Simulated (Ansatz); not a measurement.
# LaMgNi4 (F-43m): phonon-mediated transition temperature

What Tc do the phonons of LaMgNi4 (F-43m) give, and how does it depend on μ*? The cell shown first is a relaxed one, from steps not shown here.

Main program and level: Ansatz 0.2.0; DFT PBEsol, scalar-relativistic, plane waves, PAW.

## (1) The cell after earlier relaxation steps

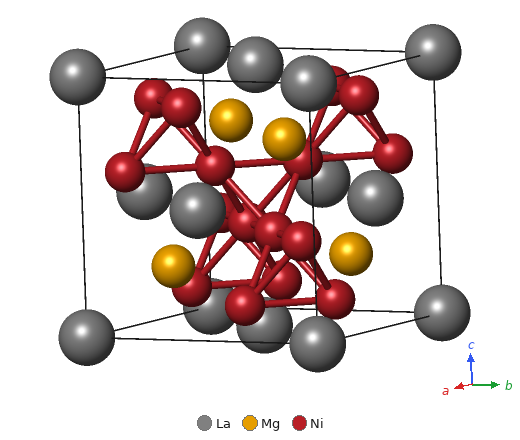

The starting structure, seen slightly off an axis (lanthanum grey, magnesium orange, nickel red). This picture shows the conventional cell, with its axes. Some periodic images of atoms are drawn too.

As a file:

```cif
data_structure
_symmetry_space_group_name_H-M 'P 1'
_symmetry_Int_Tables_number 1
_cell_length_a 4.9686
_cell_length_b 4.9686
_cell_length_c 4.9686
_cell_angle_alpha 60.000
_cell_angle_beta 60.000
_cell_angle_gamma 60.000
_cell_volume 86.73
loop_
_atom_site_label
_atom_site_type_symbol
_atom_site_fract_x
_atom_site_fract_y
_atom_site_fract_z
_atom_site_occupancy
La1 La 0.00000 0.00000 0.00000 1
Mg2 Mg 0.25000 0.25000 0.25000 1
Ni3 Ni 0.62342 0.62342 0.62342 1
Ni4 Ni 0.62342 0.62342 0.12975 1
Ni5 Ni 0.12975 0.62342 0.62342 1
Ni6 Ni 0.62342 0.12975 0.62342 1
```

## (2) Coupling and resistivity: q 2×2×2, k 8×8×8, scattering 12×12×12

The run that gives the couplings also evaluates McMillan's and Allen and Dynes's formulas and, where asked, the Eliashberg equations, over a range of μ*.

input.yaml reads:

```yaml
crystal:
  lattice:
    - [0.0, 3.5133294927, 3.5133294927]
    - [3.5133294927, 0.0, 3.5133294927]
    - [3.5133294927, 3.5133294927, 0.0]
  atoms:
    - { symbol: La, position: [0.0, 0.0, 0.0] }
    - { symbol: Mg, position: [0.25, 0.25, 0.25] }
    - { symbol: Ni, position: [0.6234177758, 0.6234177758, 0.6234177758] }
    - { symbol: Ni, position: [0.6234177758, 0.6234177758, 0.1297466726] }
    - { symbol: Ni, position: [0.1297466726, 0.6234177758, 0.6234177758] }
    - { symbol: Ni, position: [0.6234177758, 0.1297466726, 0.6234177758] }
kpoints:
  mp_grid: { grid: [8, 8, 8] }
hamiltonian:
  xc: pbesol
scf:
  occupations: { method: methfessel_paxton, width: 0.2 }
output:
  eigenvalues: true
phonons:
  method: dfpt
  qmesh: [2, 2, 2]
  temperatures: { t_max: 1000, t_step: 50 }
  qpath:
    path:
      - [[0.0, 0.0, 0.0], [-0.5, -0.5, 0.0], [-0.375, -0.375, 0.25]]
      - [[-0.375, 0.0, 0.375], [0.0, 0.0, 0.0], [0.0, 0.0, 0.5], [-0.5, -0.25, 0.25], [-0.5, -0.5, 0.0]]
    npoints: 6
  electrical_resistivity:
    mesh: [12, 12, 12]
    temperatures: [20.0, 50.0, 80.0, 100.0, 150.0, 200.0, 273.0, 300.0, 400.0, 500.0, 600.0, 800.0]
  superconductivity: { mesh: [12, 12, 12] }
```

Run with:

```console
ansatz run input.yaml --threads 16 --pin off --max-ram 61440MiB --backend cuda --events-out ev --progress --plain --runs-dir out
```

Numbers of over 12 decimals in the logs are rounded to 6 here.

The log of the run:

```text
Engine: ansatz 0.2.0, aarch64-unknown-linux-gnu
Pseudopotentials: kind: paw
Pseudopotential: La, paw, valence charge 11, recommended cutoff 420 eV (normal), La.paw.azcp
Pseudopotential: Mg, paw, valence charge 10, recommended cutoff 420 eV (normal), Mg.paw.azcp
Pseudopotential: Ni, paw, valence charge 18, recommended cutoff 420 eV (normal), Ni.paw.azcp
Functional definition: PBEsol
  exchange = pbesol_x
  correlation = pbesol_c
[...]
Crystal: 6 atoms, lattice volume = 86.733 Å³
Basis set: ecut = 420 eV, 1687 PW (Γ), exchange–correlation on 72×72×72 points (8 copies of the dense FFT grid, shifted against one another)
Bands: 56, of which v1, the nominal top of the filled ones, is band 47 counted from 1 (46 counted from 0)
Symmetry: 24 space group operations
k-points: 29 of 512 (time reversal used)
Non-local potential: La, projectors of the file, l = 0: 3, l = 1: 2, l = 2: 2, l = 3: 3
Non-local potential: Mg, projectors of the file, l = 0: 3, l = 1: 2, l = 2: 1
Non-local potential: Ni, projectors of the file, l = 0: 3, l = 1: 2, l = 2: 3, l = 3: 1
PAW form: soft (Blöchl's): semilocal exchange-correlation on the pseudo side does not see the compensation charge
PAW frozen core: La, regenerated for the run's functional, and the local potential with it (the file was generated under x = pbe(κ = 0.804, μ = 0.219515), c = pbe(β = 0.066725))
PAW frozen core: Mg, regenerated for the run's functional, and the local potential with it (the file was generated under x = pbe(κ = 0.804, μ = 0.219515), c = pbe(β = 0.066725))
PAW frozen core: Ni, regenerated for the run's functional, and the local potential with it (the file was generated under x = pbe(κ = 0.804, μ = 0.219515), c = pbe(β = 0.066725))
PAW one-centre angular grid: La, 590 points (default); XC on 64 Gauss nodes
PAW one-centre angular grid: Mg, 110 points (default); XC on 64 Gauss nodes
PAW one-centre angular grid: Ni, 590 points (default); XC on 64 Gauss nodes
Initial density: superposition of atomic densities (neutral atoms: chi_scale 0, normalization atom), corrected by the library's trained network
Initial wavefunctions: pseudopotential atomic-orbital guess
[...]
Functional: x = pbesol(κ = 0.804, μ = 0.123457), c = pbesol(β = 0.046)
SCF iter   1: F=—  HF=-31295.058301 eV  |F-HF|=—  |Δ(HF+E_count)|=         —  Δρ=3.06e-2  dr2=5.72e-1  ethr=1.77e-3  ⟨swp⟩=3.1  Hψ=5860  notcnv=0
preconditioner: auto → Kerker (q_TF=auto, 2.760 Å⁻¹)  [metal: Δε(μ)=0.012 eV  Ē_g=5.965 eV  σ=0.200 eV  W_gap=0.05  n_scr=26 (ndim 8)  ℏωp=28.5 eV  f_vac=0.000  D(μ)=6.95/eV (n_scr^D=64)]
SCF iter   2: F=—  HF=-31295.004626 eV  |F-HF|=—  |Δ(HF+E_count)|=   5.37e-2  S|Δr|=    0.00e0  Δρ=5.76e-3  dr2=2.90e-2  ethr=6.15e-4  ⟨swp⟩=2.0  Hψ=1990  notcnv=0
[...]
SCF iter  12: F=-31295.001218 eV  HF=-31295.001218 eV  |F-HF|=7.28e-12  |Δ(HF+E_count)|=    0.00e0  S|Δr|=    0.00e0  Δρ=3.12e-8  dr2=7.07e-13  ethr=1.00e-12  ⟨swp⟩=6.8  Hψ=7675  notcnv=0
SCF 1 converged in 12 iterations: F = -31295.001218 eV  dr2 = 7.07e-13
  greatest PAW one-centre occupation: 1.001 electrons in one spin orbital (limit 2), on the Ni atom at site 5 (counted from 0), in its partial waves of l = 1
phonons: the bands overlap, so this run is a metal and interpolates without the dipole-dipole term. If the crystal is really an insulator or semiconductor, its LO-TO splitting is missing
[...]
NSCF: frozen V_eff on 29 k-points, pencils in batches of 32, up to order 224
[...]
NSCF: frozen V_eff on 29 k-points
[...]
DFPT response loops at q = (0, 0, 0) (fractional): preconditioner auto → Kerker (q_TF=auto, 2.760 Å⁻¹) (partly filled bands, converged f_vac=0.000); β = 1.00, the filter's whole step (`scf.mixing.beta` (0.50) is not read by the response loops under this deck's `scf.mixing.preconditioner`; to damp them name `kerker` or `kerker_dos`, under which they read `scf.mixing.beta`, and type it under 1.00, their step now; both keys bind the ground state too); Anderson in place of MSR1; while a model of the screening serves, it and β = 1 on shorter waves in the place of filter and β
[...]
NSCF: frozen V_eff on 130 k-points
[...]
DFPT response loops at q = (0, 0, -0.5) (fractional): mixed as the last ones told, above
[...]
SCF 2 converged in 12 iterations: F = -31295.001218 eV  dr2 = 7.06e-13
[...]
SCF converged after 12 iterations
[...]
Hall coefficient in a weak field at 50 K (a third of the trace): 2.048e-10 m³/C (as a tensor it moves by 19.6 % between the two finest meshes); by each state's relaxation time: 2.095e-10 m³/C; by a constant relaxation time: 1.487e-11 m³/C
  mean free path at 80 K (of a tensor a third of its trace): 30.7 nm by what each carries, 26.4 by the Fermi surface alone
  Hall coefficient in a weak field at 80 K (a third of the trace): 1.864e-10 m³/C (as a tensor it moves by 18.3 % between the two finest meshes); by each state's relaxation time: 1.970e-10 m³/C; by a constant relaxation time: 1.441e-11 m³/C
  mean free path at 100 K (of a tensor a third of its trace): 19.8 nm by what each carries, 17.3 by the Fermi surface alone
  Hall coefficient in a weak field at 100 K (a third of the trace): 1.814e-10 m³/C (as a tensor it moves by 16.1 % between the two finest meshes); by each state's relaxation time: 1.934e-10 m³/C; by a constant relaxation time: 1.446e-11 m³/C
  mean free path at 150 K (of a tensor a third of its trace): 10.6 nm by what each carries, 9.32 by the Fermi surface alone
  Hall coefficient in a weak field at 150 K (a third of the trace): 1.875e-10 m³/C (as a tensor it moves by 10.6 % between the two finest meshes); by each state's relaxation time: 2.007e-10 m³/C; by a constant relaxation time: 1.605e-11 m³/C
  mean free path at 200 K (of a tensor a third of its trace): 7.55 nm by what each carries, 6.50 by the Fermi surface alone
  Hall coefficient in a weak field at 200 K (a third of the trace): 2.072e-10 m³/C (as a tensor it moves by 6.2 % between the two finest meshes); by each state's relaxation time: 2.208e-10 m³/C; by a constant relaxation time: 1.975e-11 m³/C
  mean free path at 273 K (of a tensor a third of its trace): 5.50 nm by what each carries, 4.59 by the Fermi surface alone
  Hall coefficient in a weak field at 273 K (a third of the trace): 2.458e-10 m³/C (as a tensor it moves by 2.5 % between the two finest meshes); by each state's relaxation time: 2.594e-10 m³/C; by a constant relaxation time: 2.868e-11 m³/C
  mean free path at 300 K (of a tensor a third of its trace): 5.04 nm by what each carries, 4.16 by the Fermi surface alone
  Hall coefficient in a weak field at 300 K (a third of the trace): 2.619e-10 m³/C (as a tensor it moves by 6.4 % between the two finest meshes); by each state's relaxation time: 2.754e-10 m³/C; by a constant relaxation time: 3.289e-11 m³/C
  mean free path at 400 K (of a tensor a third of its trace): 3.93 nm by what each carries, 3.10 by the Fermi surface alone
  Hall coefficient in a weak field at 400 K (a third of the trace): 3.245e-10 m³/C (as a tensor it moves by 19.0 % between the two finest meshes); by each state's relaxation time: 3.375e-10 m³/C; by a constant relaxation time: 5.165e-11 m³/C
  mean free path at 500 K (of a tensor a third of its trace): 3.31 nm by what each carries, 2.48 by the Fermi surface alone
  Hall coefficient in a weak field at 500 K (a third of the trace): 3.900e-10 m³/C (as a tensor it moves by 25.5 % between the two finest meshes); by each state's relaxation time: 4.030e-10 m³/C; by a constant relaxation time: 7.387e-11 m³/C
  mean free path at 600 K (of a tensor a third of its trace): 2.91 nm by what each carries, 2.06 by the Fermi surface alone
  Hall coefficient in a weak field at 600 K (a third of the trace): 4.531e-10 m³/C (as a tensor it moves by 26.3 % between the two finest meshes); by each state's relaxation time: 4.663e-10 m³/C; by a constant relaxation time: 9.799e-11 m³/C
  mean free path at 800 K (of a tensor a third of its trace): 2.43 nm by what each carries, 1.54 by the Fermi surface alone
  Hall coefficient in a weak field at 800 K (a third of the trace): 5.605e-10 m³/C (as a tensor it moves by 22.8 % between the two finest meshes); by each state's relaxation time: 5.749e-10 m³/C; by a constant relaxation time: 1.473e-10 m³/C
  the resistivity times a path that all electrons share, by the Fermi surface of the deck's mesh alone (a third of the trace): 1.240e-15 Ω·m²
  not converged in the mesh (λ; λ_tr; the resistivity at 20 K by 7.73 %; the resistivity at 50 K by 4.52 %; the resistivity at 80 K by 10.49 %; the resistivity at 100 K by 12.79 %; the resistivity at 150 K by 15.15 %; the resistivity at 200 K by 16.16 %; the resistivity at 273 K by 17.05 %; the resistivity at 300 K by 17.15 %; the resistivity at 400 K by 17.13 %; the resistivity at 500 K by 16.88 %; the resistivity a [...]
  vibrations of 8 cells: unjudged by the run; compare a larger repeat
  the changes of the potential over all sites missed a rigid shift's by 0.00 % (the site terms' by 0.00 %)
  at the force constants' own smearing the fine mesh and the k-points of their solves give squared frequencies that differ by 6.5 % of the larger at the most, at (0, 0, -0.5)
--- Superconductivity: potentials and phonons of a 2×2×2 supercell ---
           mesh         λ    ħω_log (meV)  μ* declared at (meV)
       12×12×12    0.2476          16.513               18.647
          6×6×6    0.2847          16.651               18.749
          3×3×3    0.0940          16.747               18.977
  λ by the species' shares of the modes' patterns: La 0.0480, Mg 0.0139, Ni 0.1857
  with the Fermi level up to 34.5 meV (the hardest mode) off, states and modes as they are: density of states 2.2808 to 4.6557 /eV of one spin and cell, λ 0.1857 to 0.3770
  transition temperature on the deck's mesh (K), isotropic and anisotropic, restricted to the Fermi surface (FSR) and over the full bandwidth (FBW), and the last with the density of states resolved in a narrower window:
        μ*   McMillan   Allen–Dynes      iso. FSR      iso. FBW    aniso. FSR    aniso. FBW  narrow window
      0.08      0.038         0.038    none_found    none_found    none_found    none_found     none_found
      0.10      0.009         0.009    none_found    none_found    none_found    none_found     none_found
      0.12      0.001         0.001    none_found    none_found    none_found    none_found     none_found
      0.13      0.000         0.000    none_found    none_found    none_found    none_found     none_found
      0.14      0.000         0.000    none_found    none_found    none_found    none_found     none_found
      0.16      0.000         0.000    none_found    none_found    none_found    none_found     none_found
      0.20      0.000         0.000    none_found    none_found    none_found    none_found     none_found
  none_found: no transition down to 0.1 K
  isotope coefficients −∂ln Tc/∂ln M under μ* = 0.13, the force constants as they are, of the isotropic transitions restricted to the Fermi surface and over the full bandwidth: La - and -, Mg - and -, Ni - and -
  not converged in the mesh (λ): between neighbouring meshes, the two finest first, λ moves by 14.99 % and 66.99 % and the anisotropic transition temperature over the full bandwidth at μ* = 0.13 by nothing (neither mesh has one) and nothing (neither mesh has one); converged means that the two finest part by at most 2.00 % and 5.00 %
  vibrations of 8 cells: unjudged by the run; compare a larger repeat
  the changes of the potential over all sites missed a rigid shift's by 0.00 % (the site terms' by 0.00 %)
  at the force constants' own smearing the fine mesh and the k-points of their solves give squared frequencies that differ by 6.5 % of the larger at the most, at (0, 0, -0.5)
```

Run time: 38 s. Hardware: 1 × NVIDIA GB200 with 16 threads of Arm Neoverse V2, shared host; peak memory 3.6 GiB.

This run has no spin polarisation, although Ni can carry a moment.

This step gave:

* volume per atom: 14.46 Å³/atom
* metallic on mesh: yes
* gap on the k-mesh: 0 eV
* zero-point energy: 0.1876 eV/cell
* share of imaginary modes in the plain interpolation between solved wavevectors: 0
* highest frequency, solved or plainly interpolated: 278.7 cm⁻¹
* Debye temperature (second moment): 331 K
* resistivity at 300 K: 29.82 μΩ cm
* coupling constant λ: 0.2476
* density of states at the Fermi level: 3.069 states/eV a spin and cell
* log mean phonon energy ħω_log: 16.51 meV
* transport coupling constant λ_tr: 0.2733, 0.2733, 0.2733 (xx, yy, zz)
* Drude plasma energy: 3.181, 3.181, 3.181 eV (xx, yy, zz)
* resistivity times mean free path: 12.4, 12.4, 12.4 × 10⁻¹⁶ Ω m² (xx, yy, zz)
* second-moment phonon energy ħω₂: 18.65 meV

An empty cell: under 1 mK by a formula, or no transition down to the floor of the Eliashberg search. Transition temperatures:

```
  μ*  McMillan Tc (K)  Allen–Dynes Tc (K)
0.08           0.0376              0.0379
 0.1          0.00875             0.00882
0.12           0.0011             0.00111
0.13                -                   -
0.14                -                   -
0.16                -                   -
 0.2                -                   -
```

(Continued in part 2 of 2.)

[Logs are printed without paths, hosts, clocks, repeated set-up lines and the standing remarks that a program may print on its own settings, such as how far it seeks lower states.]

[Hosts, paths, dates, database ids (printed as entryN), source tags and the programs' standing remarks are cut or masked in the printed files.]
